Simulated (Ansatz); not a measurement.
## Run report: CH5AlClN, molecular dynamics (part 4 of 4)

CH5AlClN; UKS PBE/STO-3G (Ansatz 0.2.0). It belongs to a series of runs on one base structure; here: dynamics from the start.

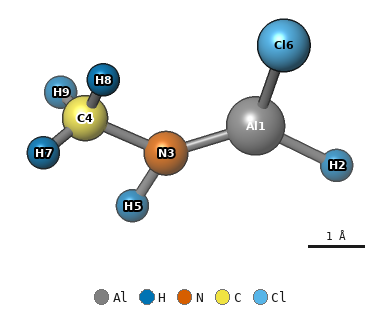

**Figure 1.** The geometry at step 128 of the log (ball-and-stick view, seen at a tilt; atoms are numbered from 1 in the order of the input).

### Trajectory as extended XYZ, continued
```
9
Properties=species:S:1:pos:R:3:forces:R:3 step=106 time_fs=53.0 energy=-21467.08769 temperature=2994.4
Al   -0.8300   -1.5445   -0.0580    3.3820  -0.2248   6.3261
H    -1.7285   -2.2317   -0.7992   -2.8674  -1.4459  -3.1292
N    -0.1815    0.0824    0.0340   -5.3694  -4.0219  -4.3251
C     0.9032    0.8693    0.4998    2.2924   1.0046  -1.1952
H    -0.6582    0.3051   -1.0898    2.6663   0.9306   3.8585
Cl   -0.6689   -2.9032    1.7942    0.1415   1.6786  -1.9387
H     0.4868    1.8468    0.4536    0.1010   2.5358   0.6871
H     1.4606    0.6989    1.4514   -1.2550  -0.6979   0.2605
H     1.7070    0.8538   -0.2464    0.9085   0.2408  -0.5440
9
Properties=species:S:1:pos:R:3:forces:R:3 step=109 time_fs=54.5 energy=-21466.65558 temperature=2529.0
Al   -0.8364   -1.5512   -0.0619    5.1796   0.9879   7.5502
H    -1.6956   -2.2537   -0.6937   -5.1124  -3.2702  -4.7638
N    -0.1963    0.0480    0.0375   -3.7775  -1.1710  -4.7355
C     0.8938    0.8522    0.5192    3.3230   1.2841  -2.0490
H    -0.6649    0.3712   -1.1138    2.5293   0.0203   4.3898
Cl   -0.6602   -2.8787    1.7838    0.2258   1.5527  -1.6959
H     0.5240    1.8809    0.5038    0.3077   0.9974   0.5290
H     1.4754    0.6420    1.4459   -1.5553  -0.6662   0.7025
H     1.8133    0.8289   -0.1835   -1.1203   0.2650   0.0727
9
Properties=species:S:1:pos:R:3:forces:R:3 step=112 time_fs=56.0 energy=-21467.47884 temperature=3424.7
Al   -0.8390   -1.5574   -0.0599    2.2102  -1.8955   5.3172
H    -1.7642   -2.3392   -0.6844   -2.7208  -1.3815  -2.9073
N    -0.2169    0.0119    0.0337   -1.4946   2.1707  -4.3434
C     0.8902    0.8375    0.5350    3.3555   1.7454  -1.8536
H    -0.6178    0.4381   -1.0448    1.8859  -0.6726   3.9126
Cl   -0.6514   -2.8532    1.7724    0.3034   1.3832  -1.4208
H     0.5677    1.9357    0.5652    0.4587  -1.0737   0.2712
H     1.4570    0.5709    1.4551   -1.6556  -0.5214   0.8901
H     1.8970    0.8097   -0.1200   -2.3426   0.2455   0.1340
9
Properties=species:S:1:pos:R:3:forces:R:3 step=116 time_fs=58.0 energy=-21468.15395 temperature=4162.4
Al   -0.8402   -1.5686   -0.0509   -2.3337  -6.1035   2.0739
H    -1.9337   -2.4888   -0.7607    1.1121   1.6800  -0.2076
N    -0.2471   -0.0305    0.0190    2.4927   4.4506  -0.2811
C     0.8947    0.8225    0.5515    2.6261   0.7590   0.0503
H    -0.4995    0.5073   -0.8359   -0.5148   0.3570  -0.6897
Cl   -0.6393   -2.8179    1.7558    0.3707   1.0722  -1.0183
H     0.6397    1.9705    0.6550    0.0838  -2.2902  -0.1162
H     1.3778    0.4603    1.4957   -1.4711  -0.0199   0.5016
H     1.9311    0.7917   -0.0325   -2.3658   0.0949  -0.3129
9
Properties=species:S:1:pos:R:3:forces:R:3 step=119 time_fs=59.5 energy=-21467.45169 temperature=3405.4
Al   -0.8430   -1.5823   -0.0420   -3.7860  -6.9413   0.5800
H    -2.0424   -2.5665   -0.8296    2.2735   2.4662   0.7057
N    -0.2660   -0.0549    0.0070    4.7148   2.7563   4.0482
C     0.9037    0.8129    0.5637    1.2713  -1.0817   2.3114
H    -0.4182    0.5692   -0.6876   -2.4815   3.4428  -5.6176
Cl   -0.6300   -2.7906    1.7427    0.4117   0.7527  -0.6252
H     0.6965    1.9428    0.7204   -0.4626  -1.7689  -0.2782
H     1.2813    0.3759    1.5393   -0.9713   0.5186  -0.1560
H     1.8986    0.7809    0.0259   -0.9700  -0.1447  -0.9684
9
Properties=species:S:1:pos:R:3:forces:R:3 step=122 time_fs=61.0 energy=-21467.23057 temperature=3151.0
Al   -0.8487   -1.6015   -0.0326   -4.2450  -6.4776  -0.6063
H    -2.1033   -2.5921   -0.8841    2.6556   2.5993   1.1373
N    -0.2779   -0.0743    0.0001    4.2680   6.1495   0.9969
C     0.9148    0.8013    0.5800   -1.0192  -3.4395   4.2145
H    -0.3861    0.6927   -0.6447   -2.3218   0.4545  -2.9290
Cl   -0.6205   -2.7629    1.7291    0.4655   0.3446  -0.0900
H     0.7433    1.8789    0.7802   -1.0292  -0.1092  -0.1993
H     1.1646    0.3024    1.5796   -0.1353   0.9262  -0.7230
H     1.8469    0.7668    0.0631    1.3614  -0.4478  -1.8012
9
Properties=species:S:1:pos:R:3:forces:R:3 step=125 time_fs=62.5 energy=-21467.09983 temperature=3014.2
Al   -0.8577   -1.6258   -0.0237   -4.0976  -5.0317  -1.6108
H    -2.1076   -2.5622   -0.9145    2.6415   2.4138   1.3028
N    -0.2833   -0.0842   -0.0051    3.3161   9.5110  -1.8666
C     0.9242    0.7835    0.6036   -2.4110  -5.3509   4.0830
H    -0.4036    0.8258   -0.6662   -1.6955  -3.4352   0.0111
Cl   -0.6106   -2.7350    1.7156    0.5443  -0.1442   0.5912
H     0.7682    1.8130    0.8360   -1.3523   1.7166   0.0038
H     1.0451    0.2482    1.6053    0.8226   0.9244  -0.7831
H     1.8222    0.7432    0.0628    2.2320  -0.6039  -1.7313
9
Properties=species:S:1:pos:R:3:forces:R:3 step=128 time_fs=64.0 energy=-21467.46518 temperature=3416.1
Al   -0.8701   -1.6541   -0.0160   -3.2806  -2.5880  -2.3016
H    -2.0558   -2.4808   -0.9173    2.1668   1.8806   1.1252
N    -0.2835   -0.0798   -0.0130    2.2519   9.2156  -2.4950
C     0.9296    0.7564    0.6343   -1.7799  -4.9440   1.7621
H    -0.4576    0.8896   -0.6906   -1.0278  -4.5513   0.9638
Cl   -0.6004   -2.7072    1.7023    0.6502  -0.7035   1.3974
H     0.7650    1.7809    0.8912   -1.1371   1.7052  -0.1704
H     0.9429    0.2131    1.6152    1.5679   0.4274  -0.1701
H     1.8410    0.7073    0.0281    0.5886  -0.4421  -0.1113
9
Properties=species:S:1:pos:R:3:forces:R:3 step=131 time_fs=65.5 energy=-21468.15720 temperature=4173.4
Al   -0.8850   -1.6845   -0.0102   -1.4082   0.7783  -2.2187
H    -1.9587   -2.3599   -0.8972    0.7351   0.7329   0.1519
N    -0.2802   -0.0614   -0.0246    1.1868   6.5866  -2.0052
C     0.9317    0.7207    0.6682   -1.3053  -2.4030  -0.8063
H    -0.5336    0.8580   -0.6956   -0.3602  -3.9120   0.9915
Cl   -0.5898   -2.6798    1.6900    0.7745  -1.3103   2.2865
H     0.7380    1.7827    0.9421   -0.4658  -0.0111  -0.6829
H     0.8738    0.1868    1.6220    1.8710  -0.2988   0.7535
H     1.8728    0.6620   -0.0091   -1.0277  -0.1625   1.5296
9
Properties=species:S:1:pos:R:3:forces:R:3 step=134 time_fs=67.0 energy=-21468.29533 temperature=4321.9
Al   -0.9009   -1.7142   -0.0060    1.8132   4.6393  -0.7240
H    -1.8483   -2.2244   -0.8761   -2.0790  -1.0359  -2.2340
N    -0.2750   -0.0330   -0.0391    0.8070   1.5857   0.0287
C     0.9313    0.6805    0.7008   -1.7178  -0.0530  -2.3653
H    -0.6182    0.7456   -0.6813   -0.2237  -1.1087  -0.2995
Cl   -0.5788   -2.6532    1.6790    0.9013  -1.9267   3.1988
H     0.7011    1.7847    0.9788    0.2380  -1.4520  -0.9578
H     0.8444    0.1546    1.6440    1.7720  -0.6975   1.0981
H     1.8844    0.6130   -0.0149   -1.5109   0.0488   2.2551
9
Properties=species:S:1:pos:R:3:forces:R:3 step=138 time_fs=69.0 energy=-21467.66814 temperature=3645.3
Al   -0.9196   -1.7477   -0.0012    4.0451   7.4761   0.1441
H    -1.7781   -2.0807   -0.9319   -3.9595  -1.8219  -4.2767
N    -0.2657    0.0067   -0.0572    1.7335  -5.3499   3.6053
C     0.9255    0.6270    0.7378   -3.0052   1.0762  -2.0396
H    -0.7455    0.5766   -0.6847   -1.3487   3.1285  -2.8456
Cl   -0.5632   -2.6196    1.6675    1.0665  -2.7019   4.3886
H     0.6611    1.7397    0.9968    0.8013  -1.6727  -0.6966
H     0.8628    0.0904    1.7054    1.2703  -0.2888  -0.0018
H     1.8530    0.5496    0.0503   -0.6032   0.1544   1.7222
9
Properties=species:S:1:pos:R:3:forces:R:3 step=141 time_fs=70.5 energy=-21467.83010 temperature=3806.5
Al   -0.9302   -1.7661    0.0023    1.6705   7.4758  -3.4360
H    -1.8172   -2.0162   -1.0719   -1.4822  -0.8990  -1.5203
N    -0.2561    0.0284   -0.0654   -0.7874  -5.6910   1.4281
C     0.9151    0.5888    0.7612   -3.9829   0.6180  -0.5205
H    -0.8666    0.5134   -0.7463    0.8028   1.8488  -0.3155
Cl   -0.5507   -2.5963    1.6620    1.2018  -3.1790   5.2036
H     0.6497    1.6654    0.9926    0.7981  -0.4983  -0.1246
H     0.9093    0.0341    1.7541    0.6204   0.2411  -1.0054
H     1.8132    0.5055    0.1427    1.1588   0.0835   0.2907
9
Properties=species:S:1:pos:R:3:forces:R:3 step=144 time_fs=72.0 energy=-21467.17977 temperature=3098.0
Al   -0.9394   -1.7785    0.0031   -0.4779   7.4586  -6.8389
H    -1.8893   -1.9720   -1.2450    0.6841  -0.4088   1.3161
N    -0.2478    0.0413   -0.0714   -3.4445  -5.7943  -0.9469
C     0.8977    0.5517    0.7836   -3.9012  -0.6362   0.3229
H    -0.9708    0.4911   -0.8156    3.0528   0.8031   2.0978
Cl   -0.5375   -2.5750    1.6596    1.3154  -3.4524   5.7444
H     0.6548    1.5818    0.9859    0.4359   1.5324   0.5984
H     0.9689   -0.0175    1.7823   -0.2088   0.5002  -1.3213
H     1.7981    0.4632    0.2416    2.5442  -0.0026  -0.9724
9
Properties=species:S:1:pos:R:3:forces:R:3 step=147 time_fs=73.5 energy=-21466.45523 temperature=2303.9
Al   -0.9488   -1.7848   -0.0015   -1.3823   7.3837  -8.2968
H    -1.9487   -1.9373   -1.3922    1.5933  -0.3161   2.6910
N    -0.2445    0.0451   -0.0786   -4.2118  -6.1638  -1.6067
C     0.8735    0.5135    0.8064   -1.6219  -1.1660  -0.6456
H    -1.0119    0.4876   -0.8427    3.6644   0.6211   2.7720
Cl   -0.5235   -2.5557    1.6607    1.3463  -3.4583   5.8024
H     0.6695    1.5299    0.9917    0.1754   2.6154   1.0272
H     1.0240   -0.0590    1.7834   -1.0159   0.3403  -0.8391
H     1.8333    0.4213    0.3220    1.4524   0.1437  -0.9044
9
Properties=species:S:1:pos:R:3:forces:R:3 step=150 time_fs=75.0 energy=-21466.43627 temperature=2279.5
Al   -0.9594   -1.7853   -0.0127   -1.5867   7.0279  -8.3025
H    -1.9748   -1.9096   -1.4829    1.8339  -0.3587   3.1598
N    -0.2476    0.0394   -0.0881   -3.3592  -6.4054  -0.8282
C     0.8464    0.4735    0.8279    0.9374   0.7217  -1.9740
H    -0.9761    0.4980   -0.8119    2.9876   0.9084   2.1589
Cl   -0.5087   -2.5386    1.6654    1.2527  -3.2071   5.3076
H     0.6886    1.5296    1.0185    0.2559   1.1080   0.8375
H     1.0577   -0.0938    1.7671   -1.5555  -0.1601   0.1141
H     1.8980    0.3825    0.3833   -0.7660   0.3652  -0.4731
```

The run was set up as follows.

### The input
```yaml
crystal:
  periodic: [false, false, false]
  atoms:
    - { symbol: Al, position_ang: [-0.5894, -1.471, 0.4901] }
    - { symbol: H, position_ang: [-1.4987, -1.0722, -1.2472] }
    - { symbol: "N", position_ang: [-0.0136, 0.0622, -0.0832] }
    - { symbol: C, position_ang: [0.7998, 1.245, 0.0368] }
    - { symbol: H, position_ang: [-0.884, -0.3324, -1.0288] }
    - { symbol: Cl, position_ang: [-0.8663, -3.1303, 1.6327] }
    - { symbol: H, position_ang: [0.1728, 2.1432, 0.0102] }
    - { symbol: H, position_ang: [1.3553, 1.255, 0.9736] }
    - { symbol: H, position_ang: [1.5241, 1.3005, -0.7841] }
magnetization:
  spin_polarized: true
basis:
  gaussian: { orbitals: STO-3G }
hamiltonian:
  xc: pbe
md:
  timestep: 0.5
  n_steps: 150
  ensemble: nve
  temperature: 1000.0
  initial_velocities: maxwell_boltzmann
  seed: 43770
```

Launch command:
```bash
ansatz run input.yaml --threads 1 --pin off --max-ram 2048MiB --backend cpu --events-out ev --progress --plain --runs-dir out
```

### Summary

```json
{"quantity": "outcome", "value": "finished"}
{"quantity": "mean temperature over the second half", "value": "3227 K"}
{"quantity": "trajectory", "value": "150 steps, 75 fs"}
{"quantity": "ensemble", "value": "nve"}
{"quantity": "temperature in the input", "value": "1000.0 K"}
{"quantity": "time step", "value": "0.5 fs"}
{"quantity": "potential energy (last step)", "value": "−21466.4363 eV"}
{"quantity": "mean-field energy (last step)", "value": "−21466.4363 eV"}
{"quantity": "largest force (length of the vector) (last step)", "value": "10.993 eV/Å"}
{"quantity": "hardware", "value": "1 thread of Arm Neoverse V1, 24 GiB of memory available, shared host"}
{"quantity": "wall time", "value": "5.8 min"}
{"quantity": "peak memory", "value": "0.1 GiB"}
```

### Remarks

So short a trajectory is not equilibrated.
